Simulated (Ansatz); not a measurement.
# GeH2 (SMILES [GeH2]): PBE-QIDH/def2-TZVPPD

What is the electronic atomisation energy of GeH2 at PBE-QIDH/def2-TZVPPD? 

Program for the calculation: Ansatz 0.2.0.

34 further runs of the same task are left out: 34 set aside as unsound or not needed.

## Step 1: The molecule

The species is GeH2 (3 atoms), meant as a singlet with charge 0. As SMILES, `[GeH2]`. The shape is that of a PBE0-D4/def2-TZVP optimisation.

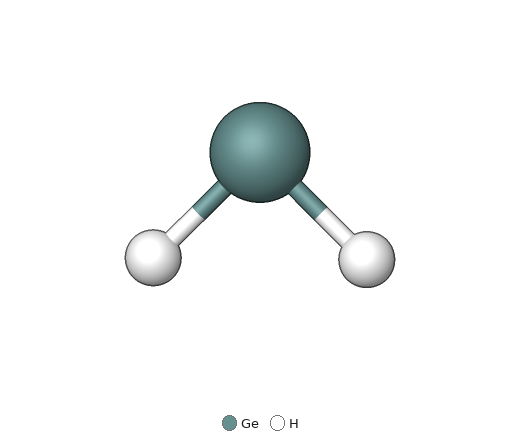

The structure, seen from a chosen angle (germanium teal, hydrogen white).

## Step 2: The energy at PBE-QIDH/def2-TZVPPD

molecule.yaml reads:

```yaml
crystal:
  periodic: [false, false, false]
  atoms:
    - {symbol: Ge, position_ang: [-0.570100, 0.405100, -0.263700]}
    - {symbol: H, position_ang: [0.783000, 0.743600, 0.509000]}
    - {symbol: H, position_ang: [-0.212900, -1.148700, -0.245300]}
basis:
  gaussian:
    orbitals: def2-TZVPPD.json
correlation:
  frozen_orbitals: {Ge: 9, H: 0}
hamiltonian:
  xc: {name: PBE-QIDH}
accuracy: high
output: {orbitals: {seedname: orbitals}}
```

The basis set def2-TZVPPD is read from a file made from the Basis Set Exchange's data (not shown).

The run is started by

```sh
$ ansatz run molecule.yaml --threads 1 --pin off --max-ram 3480MiB --events-out events.jsonl --progress --plain --runs-dir runs
```

Standard output:

```text
Warning: RAYON_NUM_THREADS=1 ignored (pool sized by the plan → 1); use --threads N
Functional definition: PBE-QIDH
  name "PBE-QIDH"
  parameter a = 3^(-1/3)
  parameter c = 1/3
  exchange = (1 - a)*pbe_x + a*exact_x
  correlation = (1 - c)*pbe_c + c*(mp2_os + mp2_ss)
1286 factors; integrals over basis functions are off by at most 4.5e-9 eV
mean field evaluation 1: about -56530.1421 eV, gradient 7.8e0 eV
mean field evaluation 2: about -56530.1619 eV, gradient 7.8e0 eV
mean field evaluation 4: about -56530.3790 eV, gradient 1.6e0 eV
mean field evaluation 8: about -56530.3823 eV, gradient 4.1e-2 eV
mean field evaluation 16: about -56530.3824 eV, gradient 2.5e-6 eV
mean field -56530.38236284 eV, -2077.4532341651 hartree, gradient 7.3e-9 eV, S^2 0.000000; 0 other end points of the search recorded, 0 dependent functions left out
9 core orbitals not correlated: weight in the atoms' cores, before any rotation towards them, 1.000 or more for the frozen orbitals, at most 0.000 for the correlated occupied ones
reference -56530.38236368 eV, -2077.4532341960 hartree; 8, 8 occupied and 71, 71 virtual orbitals, 1286 factors
second order -7.41871502 eV of doubles, -0.00000000 eV of singles
Total energy: -56532.85526869 eV, -2077.5441117787 hartree
```

It took 5.4 s on 1 thread of Arm Neoverse V2, shared host; peak memory 0.2 GiB.

## Step 3: The Ge atom, same level

input.yaml reads:

```yaml
crystal:
  periodic: [false, false, false]
  atoms:
    - symbol: Ge
      position_ang: [0.000000, 0.000000, 0.000000]
basis:
  gaussian:
    orbitals: def2-TZVPPD.json
magnetization:
  spin_polarized: true
  initial_magnetization: 2
hamiltonian:
  xc: {name: PBE-QIDH}
correlation:
  frozen_orbitals: {Ge: 9}
accuracy: high
```

The basis set def2-TZVPPD is read from a file made from the Basis Set Exchange's data (not shown).

Run the same way, it converges to -2076.32218 Eh (log not shown).

## Step 4: The H atom, same level

in.yaml reads:

```yaml
crystal:
  periodic: [false, false, false]
  atoms:
    - {symbol: H, position_ang: [0.000000, 0.000000, 0.000000]}
basis:
  gaussian:
    orbitals: def2-TZVPPD.json
magnetization:
  spin_polarized: true
  initial_magnetization: 1
hamiltonian:
  xc: {name: PBE-QIDH}
correlation:
  frozen_orbitals: {H: 0}
accuracy: high
```

The basis set def2-TZVPPD is read from a file made from the Basis Set Exchange's data (not shown).

Run the same way, it converges to -0.50179 Eh (log not shown).

## Step 5: Results

At PBE-QIDH/def2-TZVPPD, 9 core orbitals frozen:

| quantity | value |
| --- | --- |
| molecule: total energy | -2077.54411 Eh |
| molecule: HOMO energy (SCF part's orbitals) | -8.47 eV |
| molecule: LUMO energy (SCF part's orbitals) | -1.27 eV |
| molecule: HOMO–LUMO gap (SCF part's orbitals) | 7.20 eV |
| Ge atom: total energy | -2076.32218 Eh |
| Ge atom: ⟨S²⟩ | 2.007 |
| H atom: total energy | -0.50179 Eh |
| H atom: ⟨S²⟩ | 0.750 |
| electronic atomisation energy | 5.941 eV |

In words: Taking the molecule apart into free atoms costs 5.94 eV (573 kJ/mol), before zero-point energy and without spin-orbit coupling.
